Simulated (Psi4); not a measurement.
# A workflow on [NH3]+ (SMILES [NH3+])

Aim: a geometry optimisation (U-r2SCAN-3c/def2-mTZVPP), then vibrational wavenumbers, then the energy (UCCSD(T)/def2-TZVP) of [NH3]+. 

The calculation is run with Psi4 1.11.

## Step 1: Starting point

The species is [NH3]+ (4 atoms), meant as a doublet with charge +1. SMILES: `[NH3+]`. Geometry: relaxed at GFN2-xTB. The run starts from this shape.

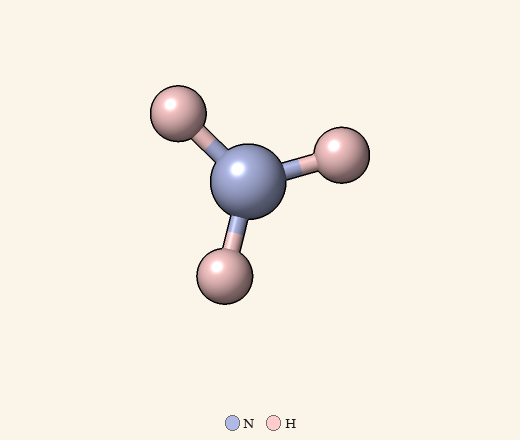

Viewed from a chosen angle; nitrogen light blue, hydrogen pink.

## Step 2: A structure relaxation at U-r2SCAN-3c/def2-mTZVPP (density fitting) (run 1)

File input.in:

```
memory 1.6 GB

molecule {
  1 2
  N      0.000140    -0.000820    -0.000330
  H      0.510700    -0.238750     0.859300
  H     -0.995460    -0.239520    -0.089810
  H      0.484620     0.479080    -0.769160
  units angstrom
}

set reference uks
set geom_maxiter 60

e_tot, wfn = opt("r2scan-3c", return_wfn=True)
```

Started as:

```bash
$ psi4 -i input.in -o input.out -n 1
```

input.out:

```text
[...]
  Running in c1 symmetry.
[...]
  Nuclear repulsion =   11.704920460444230
[...]
  Multiplicity = 2
[...]
  Nalpha       = 5
  Nbeta        = 4
[...]
    Number of basis functions: 39
[...]
   @DF-UKS iter   1:   -56.13810466701973    3.33644e-02   8.13846e-03 DIIS/ADIIS
[...]
   @DF-UKS iter   6:   -56.17553502741727   -1.79057e-12   1.82494e-09 DIIS
[...]
   @S^2 Observed:                7.554321291E-01
[...]
  @DF-UKS Final Energy:   -56.17553502741727
   => Energetics <=
    Nuclear Repulsion Energy =             11.7421628502124680
    One-Electron Energy =                 -95.2531903254006664
    Two-Electron Energy =                  35.0156823912455266
    DFT Exchange-Correlation Energy =      -7.6837933118975856
    Empirical Dispersion Energy =           0.0036033684229938
    VV10 Nonlocal Energy =                  0.0000000000000000
    Total Energy =                        -56.1755350274172685
[...]
  -Total Gradient:
     Atom            X                  Y                   Z
    ------   -----------------  -----------------  -----------------
       1       -0.000003456807    -0.000003733317     0.000005342674
       2        0.000003802570     0.000000753952     0.000001005314
       3       -0.000000100707     0.000000229348    -0.000000280418
       4        0.000002756418     0.000000299541     0.000001365486
[...]
    Final optimized geometry and variables:
    Molecular point group: c1
    Full point group: C1
    Geometry (in Angstrom), charge = 1, multiplicity = 2:
    N           -0.000001662762    -0.000001110257     0.000000305108
    H            0.509025135958    -0.238307375952     0.856508796995
    H           -0.992142607872    -0.239027690189    -0.089564081627
    H            0.483140574907     0.477350492437    -0.766948954650
    Psi4 run time: 0:00:20.09
[...]
```

The script printed:

```text
Optimizer: Optimization complete!
```

Run time: 21 s. Hardware: 1 thread of Intel Xeon 6975P-C (Granite Rapids), shared host; peak memory 0.48 GiB.

The path in brief:

```
step  energy from the first frame kept (eV)  largest force (eV/Å)
   0                                 0.0000                0.1369
   1                                -0.0003                0.0682
   2                                 0.0050                0.2692
   3                                -0.0005                0.0446
   4                                -0.0007                0.0004
```

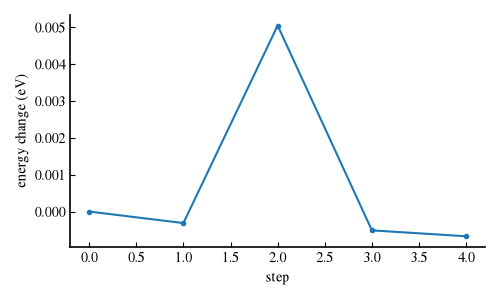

Energy along the run.

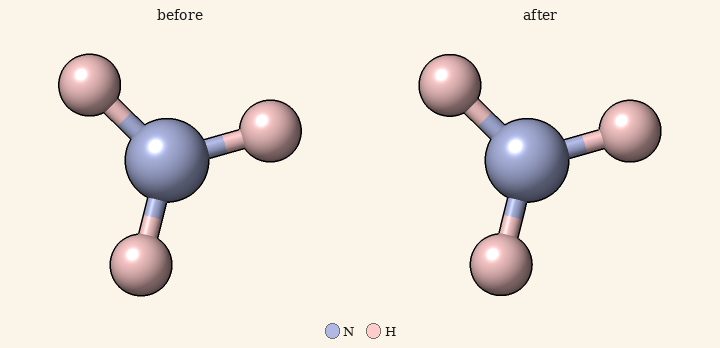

Before and after, at one scale.

After the run. Bond lengths: N1–H2 1.024 Å, N1–H3 1.024 Å, N1–H4 1.024 Å. Angles: H2–N1–H3 120.0°, H2–N1–H4 120.0°, H3–N1–H4 120.0°.

## Step 3: Vibrational wavenumbers at U-r2SCAN-3c/def2-mTZVPP (density fitting) (run 2)

File h3n.inp:

```
memory 1.6 GB

molecule system {
  1 2
  N      0.000105    -0.000628    -0.000252
  H      0.509132    -0.238934     0.856257
  H     -0.992036    -0.239654    -0.089816
  H      0.483247     0.476724    -0.767201
  units angstrom
  symmetry c1
}

set {
  reference uks
  t 298.15
  rotational_symmetry_number 6
}

e_tot, wfn = frequency('r2scan-3c', return_wfn=True)
```

Started as:

```bash
$ psi4 -i h3n.inp -o h3n.out -n 1
```

h3n.out:

```text
[...]
  Running in c1 symmetry.
[...]
  Nuclear repulsion =   11.742161988159872
[...]
  Multiplicity = 2
[...]
  Nalpha       = 5
  Nbeta        = 4
[...]
    Number of basis functions: 39
[...]
   @DF-UKS iter   1:   -56.13794241534872    3.67422e-02   8.17017e-03 DIIS/ADIIS
[...]
   @DF-UKS iter   9:   -56.17553267034594   -2.79954e-12   2.74995e-09 DIIS
[...]
   @S^2 Observed:                7.554377661E-01
[...]
  @DF-UKS Final Energy:   -56.17553267034594
   => Energetics <=
    Nuclear Repulsion Energy =             11.7374519951750962
    One-Electron Energy =                 -95.2453811644999746
    Two-Electron Energy =                  35.0120894502236695
    DFT Exchange-Correlation Energy =      -7.6832978840751913
    Empirical Dispersion Energy =           0.0036049328304613
    VV10 Nonlocal Energy =                  0.0000000000000000
    Total Energy =                        -56.1755326703459374
[...]
  -Total Gradient:
     Atom            X                  Y                   Z
    ------   -----------------  -----------------  -----------------
       1       -0.000548725807    -0.000457962549     0.000682859954
       2       -0.000126875447    -0.000058188040     0.000051245646
       3        0.000139949139    -0.000020839409     0.000135390170
       4        0.000531943204     0.000537529085    -0.000872999930
[...]
  ==> Harmonic Vibrational Analysis <==
[...]
  Freq [cm^-1]                 882.3946           1530.4923           1530.5141
[...]
  IR activ [km/mol]            217.7585            66.2863             66.2370
[...]
  Freq [cm^-1]                3368.4511           3551.9734           3552.0450
[...]
  IR activ [km/mol]             0.0000             266.7840            266.7008
[...]
  Total E_0, Enthalpy at 0 [K]                                                          -56.14269330 [Eh]
[...]
```

Run time: 70 s. Hardware: 1 thread of Intel Xeon 6975P-C (Granite Rapids), shared host; peak memory 0.47 GiB.

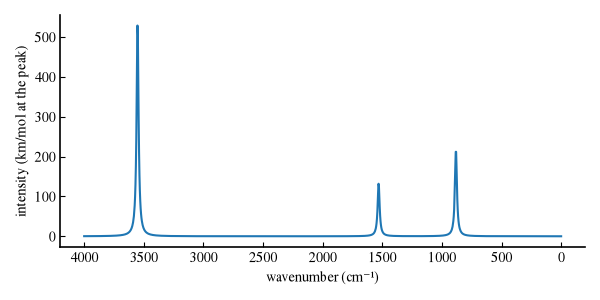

Harmonic infrared spectrum, unscaled, lines broadened by 10 cm⁻¹.

## Step 4: The energy at UCCSD(T)/def2-TZVP (run 3)

File job.in:

```
memory 1600 MB

molecule m {
  1 2
  N
  H 1 1.024454
  H 1 1.024451 2 120.00166
  H 1 1.024452 3 120.00021 2 -179.99941
  units angstrom
}

set globals {
  basis           def2-TZVP
  reference       uhf
  scf_type        pk
  num_frozen_docc 1
}

e_tot = energy('ccsd(t)')
```

Started as:

```bash
$ psi4 -i job.in -o job.out -n 1
```

job.out:

```text
[...]
  Running in c1 symmetry.
[...]
  Nuclear repulsion =   11.742160028235320
[...]
  Multiplicity = 2
[...]
  Nalpha       = 5
  Nbeta        = 4
[...]
    Number of basis functions: 49
[...]
   @UHF iter   1:   -55.86668058199949   -2.42060e-01   4.47600e-03 DIIS/ADIIS
[...]
   @UHF iter  10:   -55.90282416258648   -5.11591e-12   9.80376e-09 DIIS
[...]
   @S^2 Observed:                7.612955274E-01
[...]
  @UHF Final Energy:   -55.90282416258648
   => Energetics <=
    Nuclear Repulsion Energy =             11.7421600282353200
    One-Electron Energy =                 -95.1762878055512260
    Two-Electron Energy =                  27.5313036147294277
    Total Energy =                        -55.9028241625864837
  UHF NO Occupations:
  HONO-2 :    3  A 1.9989698
  HONO-1 :    4  A 1.9964062
[...]
 Multipole Moments:
 ------------------------------------------------------------------------------------
     Multipole            Electronic (a.u.)      Nuclear  (a.u.)        Total (a.u.)
 ------------------------------------------------------------------------------------
 L = 1.  Multiply by 2.5417464519 to convert [e a0] to [Debye]
 Dipole X            :         -0.0000025            0.0000070            0.0000045
 Dipole Y            :          0.0000114           -0.0000250           -0.0000136
 Dipole Z            :         -0.0000011            0.0000044            0.0000033
 Magnitude           :                                                    0.0000147
[...]
      * MP2 total energy                      =  -56.073661743576572
[...]
      * CCSD total energy                     =  -56.093393233445532
[...]
      * CCSD(T) total energy                     =  -56.097666790432015
[...]
```

Run time: 3.9 s. Hardware: 1 thread of Intel Xeon 6975P-C (Granite Rapids), shared host; peak memory 0.26 GiB.

## Step 5: Results

| quantity | value |
| --- | --- |
| run 1, U-r2SCAN-3c/def2-mTZVPP: total energy at the end | -56.17554 Eh |
| run 1, U-r2SCAN-3c/def2-mTZVPP: HOMO energy (highest over α and β) | -18.63 eV |
| run 1, U-r2SCAN-3c/def2-mTZVPP: LUMO energy (lowest over α and β) | -13.49 eV |
| run 1, U-r2SCAN-3c/def2-mTZVPP: ⟨S²⟩ | 0.755 |
| run 2, U-r2SCAN-3c/def2-mTZVPP: lowest harmonic wavenumber | 882 cm⁻¹ |
| run 2, U-r2SCAN-3c/def2-mTZVPP: highest harmonic wavenumber | 3552 cm⁻¹ |
| run 2, U-r2SCAN-3c/def2-mTZVPP: zero-point energy | 86.2 kJ/mol |
| run 2, U-r2SCAN-3c/def2-mTZVPP: ideal-gas entropy at 298.15 K (symmetry number 6 as used) | 46.1 cal/(mol K) |
| run 3, UCCSD(T)/def2-TZVP: total energy | -56.09767 Eh |
| run 3, UCCSD(T)/def2-TZVP: HOMO energy (Hartree–Fock orbitals) (highest over α and β) | -25.06 eV |
| run 3, UCCSD(T)/def2-TZVP: LUMO energy (Hartree–Fock orbitals) (lowest over α and β) | -6.60 eV |
| run 3, UCCSD(T)/def2-TZVP: correlation energy (1 core orbital frozen) | -194.8 mEh |
| run 3, UCCSD(T)/def2-TZVP: (T) correction | -4.27 mEh |
| run 3, UCCSD(T)/def2-TZVP: ⟨S²⟩ of the reference determinant | 0.761 |
| run 3, UCCSD(T)/def2-TZVP: T1 diagnostic | 0.011 |

**Reading.** The optimisation (run 1, U-r2SCAN-3c/def2-mTZVPP) took 5 steps and changed the energy by -0.001 eV. All 6 modes (run 2, U-r2SCAN-3c/def2-mTZVPP) are real, so the shape is a minimum at this level. The triples (run 3, UCCSD(T)/def2-TZVP) make up 2.2 % of the correlation energy.
